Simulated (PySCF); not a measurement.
SMILES [F][Cr]([F])(=[O])=[O] (CrF2O2) at its PBE0/def2-SVP optimised geometry (Å):

```
5

Cr    -0.4799    -0.4377     0.0000
O     -0.9564    -1.1494     1.2615
O      1.0450    -0.4377     0.0000
F     -1.0445    -1.2594    -1.3576
F     -1.0450     1.1494     0.0000
```

Level of theory: PBE0/def2-TZVP (PySCF 2.14.0). Cells within 0.4 Å of a nucleus heavier than hydrogen are left out (blank, or x).

Map of the deformation density (molecule minus spherical neutral atoms) (e/bohr³) on the plane z = 1.5 Å:

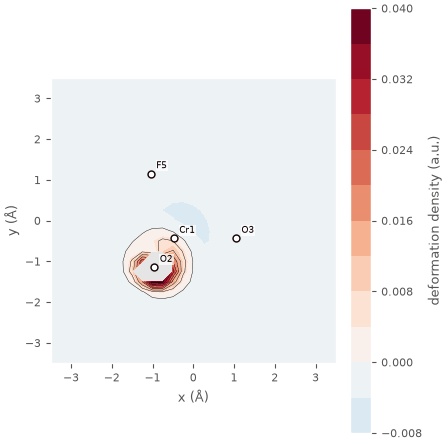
Figure: Deformation density (molecule minus spherical neutral atoms) (e/bohr³) on the plane z = 1.5 Å.
